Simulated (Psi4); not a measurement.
GeH3: single-point calculation

The run: single-point calculation of GeH3, multiplicity 4, SMILES [GeH3]. Method and program: HF/aug-cc-pVQZ, UHF, sfX2C (Psi4 1.11).

The geometry is that of the parent species in another charge or spin state. The geometry comes from this level: PBE0-D4/def2-TZVP.

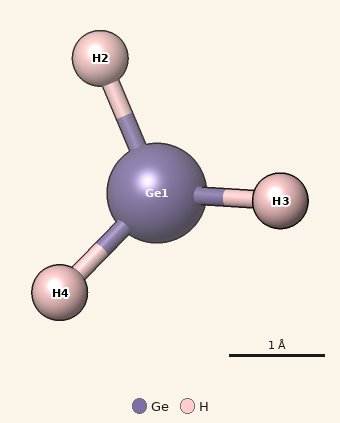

**Figure 1.** The structure as given in the input (ball-and-stick view, seen at a tilt; atoms are numbered from 1 in the order of the input). Sticks mark near contacts.

## Input (input.inp)
```
memory 1600 mb

molecule mol {
  0 4
  Ge     0.40553523    -0.23791652    -0.47129770
  H      1.99366106     0.20711398     1.92430811
  H     -1.66825022    -2.22212895    -0.00018897
  H     -0.73094607     2.25293149    -1.45282144
  units au
  symmetry c1
  no_reorient
  no_com
}

set {
  basis        aug-cc-pVQZ
  reference    uhf
  scf_type     disk_df
  relativistic x2c
}

e, wfn = energy("scf", return_wfn=True)
```

Launched with:
```bash
psi4 -n 1 input.inp input.out
```

## What the program printed
```
Psi4 1.11 release

Relativistic analytic gradients are not implemented yet, re-routing to finite differences.

   => Loading Basis Set <=

    Name: AUG-CC-PVQZ
    Role: ORBITAL
    Keyword: BASIS

         ---------------------------------------------------------
                                   SCF
                              UHF Reference
                        1 Threads,   1525 MiB Core
         ---------------------------------------------------------

  ==> Geometry <==

    Molecular point group: c1
    Full point group: C1

    Geometry (in Bohr), charge = 0, multiplicity = 4:

       Center              X                  Y                   Z               Mass
    ------------   -----------------  -----------------  -----------------  -----------------
         GE           0.405535230000    -0.237916520000    -0.471297700000    73.921177761000
         H            1.993661060000     0.207113980000     1.924308110000     1.007825032230
         H           -1.668250220000    -2.222128950000    -0.000188970000     1.007825032230
         H           -0.730946070000     2.252931490000    -1.452821440000     1.007825032230

  Running in c1 symmetry.

  Rotational constants: A =      2.59543  B =      1.35260  C =      1.35258 [cm^-1]
  Rotational constants: A =  77809.04526  B =  40549.99873  C =  40549.46626 [MHz]
  Nuclear repulsion =   33.632092844370980

  Charge       = 0
  Multiplicity = 4
  Electrons    = 35
  Nalpha       = 19
  Nbeta        = 16

  ==> Algorithm <==

  SCF Algorithm Type is DISK_DF.
  DIIS enabled.
  MOM disabled.
  Fractional occupation disabled.
  Guess Type is SAD.
  Energy threshold   = 1.00e-06
  Density threshold  = 1.00e-06
  Integral threshold = 1.00e-12

  ==> Primary Basis <==

  Basis Set: AUG-CC-PVQZ
    Blend: AUG-CC-PVQZ
    Number of shells: 67
    Number of basis functions: 231
    Number of Cartesian functions: 284
    Spherical Harmonics?: true
    Max angular momentum: 4

   => Loading Basis Set <=

    Name: (AUG-CC-PVQZ AUX)
    Role: JKFIT
    Keyword: DF_BASIS_SCF

   => Loading Basis Set <=

    Name: (AUG-CC-PVQZ AUX)
    Role: DECON
    Keyword: BASIS_RELATIVISTIC

  ==> Integral Setup <==

  ==> DiskDFJK: Density-Fitted J/K Matrices <==

    J tasked:                  Yes
    K tasked:                  Yes
    wK tasked:                  No
    Integrals threads:           1
    Memory [MiB]:             1144
    Algorithm:                Core
    Integral Cache:           NONE
    Schwarz Cutoff:          1E-12
    Fitting Condition:       1E-10

   => Auxiliary Basis Set <=

  Basis Set: (AUG-CC-PVQZ AUX)
    Blend: AUG-CC-PVQZ-JKFIT
    Number of shells: 114
    Number of basis functions: 498
    Number of Cartesian functions: 674
    Spherical Harmonics?: true
    Max angular momentum: 5

 OEINTS: Using relativistic (X2C) overlap, kinetic, and potential integrals.
         ------------------------------------------------------------
         Spin-Free X2C Integrals at the One-Electron Level (SFX2C-1e)
         ------------------------------------------------------------

  ==> X2C Options <==

    Computational Basis: AUG-CC-PVQZ
    X2C Basis: (AUG-CC-PVQZ AUX)
    The X2C Hamiltonian will be computed in the X2C Basis

    Comparing only 231 out of 321 elements of H_Dirac

    The 1-norm of |H_X2C - H_Dirac| is: 455.759334816449

    WARNING: The X2C and Dirac Hamiltonians have substatially different eigenvalues!
             This is probably caused by the recontraction of the basis set.

  Minimum eigenvalue in the overlap matrix is 3.2130196656E-05.
  Reciprocal condition number of the overlap matrix is 3.6280950515E-06.
    Using symmetric orthogonalization.

  ==> Pre-Iterations <==

  SCF Guess: Superposition of Atomic Densities via on-the-fly atomic UHF (no occupation information).

   -------------------------
    Irrep   Nso     Nmo
   -------------------------
     A        231     231
   -------------------------
    Total     231     231
   -------------------------

  ==> Iterations <==

                           Total Energy        Delta E     RMS |[F,P]|

   @DF-UHF iter SAD: -2090.01887993116998   -2.09002e+03   0.00000e+00
   @DF-UHF iter   1: -2092.86136980089714   -2.84249e+00   1.04591e-02 ADIIS/DIIS
   @DF-UHF iter   2: -2093.36536571135412   -5.03996e-01   9.19498e-03 ADIIS/DIIS
   @DF-UHF iter   3: -2094.01438405091039   -6.49018e-01   3.57878e-04 ADIIS/DIIS
   @DF-UHF iter   4: -2094.02263690439577   -8.25285e-03   1.43965e-04 ADIIS/DIIS
   @DF-UHF iter   5: -2094.02601454248634   -3.37764e-03   7.00249e-05 DIIS
   @DF-UHF iter   6: -2094.02789960277323   -1.88506e-03   4.87123e-05 DIIS
   @DF-UHF iter   7: -2094.02922571459158   -1.32611e-03   3.78042e-05 DIIS
   @DF-UHF iter   8: -2094.03042588363542   -1.20017e-03   2.55308e-05 DIIS
   @DF-UHF iter   9: -2094.03087502445669   -4.49141e-04   1.76662e-05 DIIS
   @DF-UHF iter  10: -2094.03113454250570   -2.59518e-04   1.19447e-05 DIIS
   @DF-UHF iter  11: -2094.03124847925255   -1.13937e-04   8.26834e-06 DIIS
   @DF-UHF iter  12: -2094.03132101970095   -7.25404e-05   5.48965e-06 DIIS
   @DF-UHF iter  13: -2094.03135113919734   -3.01195e-05   3.71668e-06 DIIS
   @DF-UHF iter  14: -2094.03136597857520   -1.48394e-05   2.76651e-06 DIIS
   @DF-UHF iter  15: -2094.03137307859561   -7.10002e-06   1.63355e-06 DIIS
   @DF-UHF iter  16: -2094.03137620236976   -3.12377e-06   9.96857e-07 DIIS
   @DF-UHF iter  17: -2094.03137683467321   -6.32303e-07   4.31917e-07 DIIS
  Energy and wave function converged.

  ==> Post-Iterations <==

   @Spin Contamination Metric:   1.114350824E-02
   @S^2 Expected:                3.750000000E+00
   @S^2 Observed:                3.761143508E+00
   @S   Expected:                1.500000000E+00
   @S   Observed:                1.500000000E+00

    Orbital Energies [Eh]
    ---------------------

    Alpha Occupied:

       1A   -409.903027     2A    -53.363024     3A    -46.742251
       4A    -46.739304     5A    -46.737997     6A     -7.423215
       7A     -5.270064     8A     -5.264114     9A     -5.257052
      10A     -1.659830    11A     -1.651608    12A     -1.649867
      13A     -1.643500    14A     -1.643189    15A     -0.864359
      16A     -0.636829    17A     -0.531508    18A     -0.387239
      19A     -0.154259

    Alpha Virtual:

      20A      0.027548    21A      0.032698    22A      0.035649
      23A      0.038846    24A      0.060007    25A      0.062683
      26A      0.089701    27A      0.091699    28A      0.093953
      29A      0.098610    30A      0.101515    31A      0.147401
      32A      0.161823    33A      0.167703    34A      0.170400
      35A      0.195043    36A      0.195397    37A      0.223423
      38A      0.232214    39A      0.236085    40A      0.237030
      41A      0.266508    42A      0.269930    43A      0.291261
      44A      0.302624    45A      0.308196    46A      0.325276
      47A      0.361674    48A      0.373512    49A      0.375627
      50A      0.401583    51A      0.406224    52A      0.408307
      53A      0.433004    54A      0.436172    55A      0.436854
      56A      0.439288    57A      0.450687    58A      0.455479
      59A      0.567006    60A      0.604867    61A      0.628170
      62A      0.647235    63A      0.665057    64A      0.674838
      65A      0.685154    66A      0.693223    67A      0.706825
      68A      0.741773    69A      0.757519    70A      0.760704
      71A      0.785372    72A      0.787226    73A      0.829368
      74A      0.848596    75A      0.851575    76A      0.879637
      77A      0.890807    78A      0.893081    79A      0.899972
      80A      0.927759    81A      0.945955    82A      0.964141
      83A      0.969983    84A      0.986596    85A      0.993041
      86A      1.049056    87A      1.058863    88A      1.060806
      89A      1.103018    90A      1.144524    91A      1.149597
      92A      1.151338    93A      1.184697    94A      1.190250
      95A      1.217791    96A      1.227624    97A      1.304028
      98A      1.307137    99A      1.440751   100A      1.475025
     101A      1.475458   102A      1.510748   103A      1.517693
     104A      1.520000   105A      1.538948   106A      1.552549
     107A      1.653859   108A      1.667503   109A      1.693540
     110A      1.737501   111A      1.772602   112A      1.783708
     113A      1.799858   114A      1.854248   115A      1.858632
     116A      1.899244   117A      1.924009   118A      1.928787
     119A      1.941399   120A      1.941978   121A      1.969179
     122A      2.011833   123A      2.021160   124A      2.036180
     125A      2.059412   126A      2.097620   127A      2.100445
     128A      2.118751   129A      2.124507   130A      2.170155
     131A      2.233048   132A      2.262582   133A      2.268516
     134A      2.275723   135A      2.345486   136A      2.368221
     137A      2.381888   138A      2.470126   139A      2.509000
     140A      2.521793   141A      2.524633   142A      2.538205
     143A      2.560274   144A      2.602689   145A      2.619652
     146A      2.634390   147A      2.667284   148A      2.667849
     149A      2.775540   150A      2.784017   151A      2.794438
     152A      2.796930   153A      2.899311   154A      2.914675
     155A      2.916640   156A      2.933863   157A      2.938066
     158A      2.954605   159A      3.030829   160A      3.093993
     161A      3.107442   162A      3.261576   163A      3.282417
     164A      3.313766   165A      3.316544   166A      3.363582
     167A      3.376926   168A      3.498363   169A      3.590605
     170A      3.604221   171A      3.733750   172A      3.734946
     173A      3.811056   174A      3.820286   175A      3.836320
     176A      3.872466   177A      4.037656   178A      4.223080
     179A      4.261241   180A      5.969113   181A      6.525128
     182A      6.535607   183A      6.622290   184A      6.622699
     185A      6.636943   186A      6.670436   187A      6.712311
     188A      6.723225   189A      6.741877   190A      6.745827
     191A      6.788852   192A      6.852292   193A      6.865849
     194A      6.920039   195A      6.970421   196A      6.981336
     197A      6.986269   198A      6.997959   199A      7.060997
     200A      7.083974   201A      7.216415   202A      7.674702
     203A      7.746134   204A      7.961678   205A      8.064005
     206A      8.094111   207A      8.250073   208A      8.319253
     209A      8.322931   210A      8.436789   211A      8.446114
     212A      8.483856   213A      8.518652   214A      8.537038
     215A      8.549721   216A      8.594505   217A      8.643059
     218A      8.689580   219A      8.720921   220A      9.031443
     221A      9.116193   222A      9.180021   223A      9.214860
     224A      9.255075   225A      9.289171   226A      9.335198
     227A      9.403117   228A      9.557523   229A      9.776301
     230A      9.844571   231A     10.754699

    Beta Occupied:

       1A   -409.898505     2A    -53.359901     3A    -46.737569
       4A    -46.737314     5A    -46.734682     6A     -7.411141
       7A     -5.257810     8A     -5.256242     9A     -5.247723
      10A     -1.646851    11A     -1.646488    12A     -1.644048
      13A     -1.638714    14A     -1.638112    15A     -0.673126
      16A     -0.477322

    Beta Virtual:

      17A     -0.125843    18A      0.003640    19A      0.026115
      20A      0.036401    21A      0.041123    22A      0.054426
      23A      0.065500    24A      0.068420    25A      0.099614
      26A      0.102614    27A      0.104096    28A      0.113454
      29A      0.120985    30A      0.135024    31A      0.185923
      32A      0.191340    33A      0.196218    34A      0.204104
      35A      0.211828    36A      0.222103    37A      0.246458
      38A      0.249749    39A      0.249862    40A      0.259847
      41A      0.284204    42A      0.288188    43A      0.319382
      44A      0.327853    45A      0.336665    46A      0.354501
      47A      0.383983    48A      0.385775    49A      0.394200
      50A      0.418745    51A      0.424799    52A      0.436719
      53A      0.448987    54A      0.453116    55A      0.456679
      56A      0.464211    57A      0.473896    58A      0.487954
      59A      0.602503    60A      0.627037    61A      0.665804
      62A      0.666494    63A      0.687460    64A      0.689186
      65A      0.711273    66A      0.712289    67A      0.728375
      68A      0.770981    69A      0.783595    70A      0.787822
      71A      0.801420    72A      0.805423    73A      0.845193
      74A      0.863698    75A      0.864916    76A      0.888876
      77A      0.915469    78A      0.924259    79A      0.946977
      80A      0.962832    81A      0.966526    82A      0.991591
      83A      0.996725    84A      1.017382    85A      1.021124
      86A      1.081791    87A      1.082225    88A      1.087800
      89A      1.125185    90A      1.167679    91A      1.168451
      92A      1.170615    93A      1.198892    94A      1.208341
      95A      1.234484    96A      1.244757    97A      1.320572
      98A      1.322237    99A      1.480771   100A      1.502152
     101A      1.504823   102A      1.540380   103A      1.542345
     104A      1.543486   105A      1.562446   106A      1.567868
     107A      1.668837   108A      1.711725   109A      1.714364
     110A      1.760824   111A      1.787145   112A      1.793430
     113A      1.807937   114A      1.865016   115A      1.869655
     116A      1.921689   117A      1.946358   118A      1.947000
     119A      1.954466   120A      1.972016   121A      1.981970
     122A      2.035903   123A      2.038814   124A      2.048486
     125A      2.078048   126A      2.112838   127A      2.112992
     128A      2.137839   129A      2.139527   130A      2.185824
     131A      2.245465   132A      2.277518   133A      2.280644
     134A      2.296425   135A      2.375159   136A      2.400153
     137A      2.404537   138A      2.495168   139A      2.531359
     140A      2.542560   141A      2.544429   142A      2.559533
     143A      2.574278   144A      2.627561   145A      2.636991
     146A      2.652952   147A      2.692146   148A      2.693758
     149A      2.803503   150A      2.806614   151A      2.813500
     152A      2.816639   153A      2.922002   154A      2.932477
     155A      2.936055   156A      2.954763   157A      2.960382
     158A      2.973592   159A      3.043585   160A      3.122338
     161A      3.129261   162A      3.302493   163A      3.312599
     164A      3.327974   165A      3.336650   166A      3.391501
     167A      3.395283   168A      3.520998   169A      3.614484
     170A      3.620316   171A      3.753353   172A      3.754755
     173A      3.835790   174A      3.838958   175A      3.850408
     176A      3.889584   177A      4.051304   178A      4.246975
     179A      4.268679   180A      5.991057   181A      6.552399
     182A      6.562447   183A      6.629599   184A      6.631825
     185A      6.642997   186A      6.677657   187A      6.733961
     188A      6.744469   189A      6.759729   190A      6.769721
     191A      6.799159   192A      6.860341   193A      6.882679
     194A      6.943749   195A      6.979562   196A      6.994269
     197A      7.000893   198A      7.007784   199A      7.071396
     200A      7.091860   201A      7.230233   202A      7.715946
     203A      7.756541   204A      8.001669   205A      8.086582
     206A      8.109634   207A      8.283538   208A      8.348260
     209A      8.354208   210A      8.467647   211A      8.477995
     212A      8.503720   213A      8.539330   214A      8.550850
     215A      8.567338   216A      8.605142   217A      8.656364
     218A      8.705552   219A      8.731122   220A      9.068962
     221A      9.128289   222A      9.190984   223A      9.243913
     224A      9.290635   225A      9.299841   226A      9.345154
     227A      9.413988   228A      9.575780   229A      9.800155
     230A      9.850897   231A     10.769410

    Final Occupation by Irrep:
              A
    DOCC [    16 ]
    SOCC [     3 ]
    NA   [    19 ]
    NB   [    16 ]

  @DF-UHF Final Energy: -2094.03137683467321

   => Energetics <=

    Nuclear Repulsion Energy =             33.6320928443709803
    One-Electron Energy =               -2981.7989428945957116
    Two-Electron Energy =                 854.1354732155512011
    Total Energy =                      -2094.0313768346732104

  UHF NO Occupations:
  HONO-2 :   17  A 1.0000000
  HONO-1 :   18  A 1.0000000
  HONO-0 :   19  A 1.0000000
  LUNO+0 :   20  A 0.0032144
  LUNO+1 :   21  A 0.0020555
  LUNO+2 :   22  A 0.0001246
  LUNO+3 :   23  A 0.0000844

Computation Completed

Properties will be evaluated at   0.000000,   0.000000,   0.000000 [a0]

Properties computed using the SCF density matrix

 Multipole Moments:

 ------------------------------------------------------------------------------------
     Multipole            Electronic (a.u.)      Nuclear  (a.u.)        Total (a.u.)
 ------------------------------------------------------------------------------------

 L = 1.  Multiply by 2.5417464519 to convert [e a0] to [Debye]
 Dipole X            :        -12.7262139           12.5715921           -0.1546218
 Dipole Y            :          7.3321739           -7.3754121           -0.0432382
 Dipole Z            :         14.7083907          -14.6102287            0.0981620
 Magnitude           :                                                    0.1881840

 ------------------------------------------------------------------------------------

	total time  =         18 seconds =       0.30 minutes

    Psi4 run time: 0:00:18.89
```

## Results in brief

```csv
quantity,value
outcome,converged
total energy,−2094.031377 hartree
basis functions,231
⟨S²⟩,3.761
dipole moment,0.48 D
hardware,"1 thread of Intel Xeon @ 2.90GHz (Ice Lake), 12 GiB of memory available, shared host"
wall time,20 s
peak memory,0.95 GiB
```
